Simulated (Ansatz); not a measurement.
One crystal and one scan (scan of one atom of the cell) at two levels, PBE (plane waves to 420 eV, PAW, scalar-relativistic; Ansatz, a program for electronic structure) and PBEsol (plane waves to 420 eV, PAW, scalar-relativistic; Ansatz), each from its own relaxed cell and on its own mesh. The cell shown is that of PBE.

Starting cell, ZnS (zinc blende):

```
CELL_PARAMETERS angstrom
      0.00000     2.72172     2.72172
      2.72172     0.00000     2.72172
      2.72172     2.72172     0.00000
ATOMIC_POSITIONS crystal
  S  0.75000 0.75000 0.75000
  Zn 0.00000 0.00000 0.00000
```

Scan: atom 2 (Zn, nearest neighbour S at 2.357 Å; its periodic images, 3.8 Å or more away, move with it) is displaced along Cartesian [110], direction (0.707, 0.707, 0.000) in Cartesian axes, by s. The other atoms stay.

Energies are smeared free energies. ZnS was relaxed with its symmetry unable to fall. Percentages come from the unrounded values.

```json
[
 {"quantity": "Lattice constant a (Å)", "PBE": "5.443", "PBEsol": "5.357", "PBE − PBEsol": "+0.086 (+1.6 %)"},
 {"quantity": "Force constant k = d²E/ds² at s = 0 (finite differences) (eV/Å²)", "PBE": "5.35", "PBEsol": "6.15", "PBE − PBEsol": "-0.80 (-13 %)"}
]
```

PBE gives the higher value for: lattice constant a. PBE gives the lower value for: force constant k = d²E/ds² at s = 0. Both give the same shape of the curve: a single well with its minimum at or next to zero displacement. Neither level is exact: the differences show how much the result hangs on the functional.

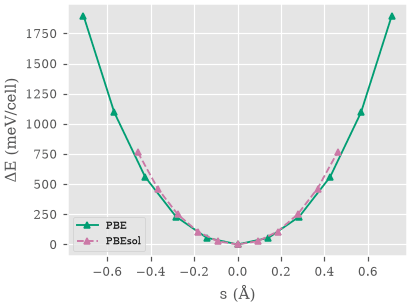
Figure: ΔE, each from the undisplaced structure of its own level.

(A displaced cell: forces are minus the slopes of the energy, force constants its curvatures, and phonons follow from these.)
